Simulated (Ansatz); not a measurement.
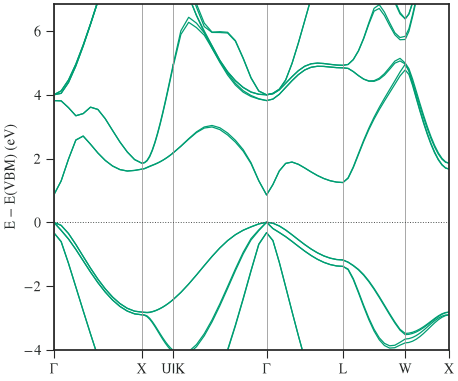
*Band structure from r²SCAN with spin–orbit coupling in the plane-wave PAW code Ansatz*

Question: Read off the gap and where the band edges lie.

Answer: About 0.9 eV (0.86 eV by a search for the band edges); maximum at Γ, minimum at Γ.

The material is GaAs (zinc blende, space group No. 216).

Space group F-43m (zinc blende). The r²SCAN relaxation kept the symmetry of its start; phonons on a q-mesh show no instability.

Potentials: the later of the program's two PAW sets.
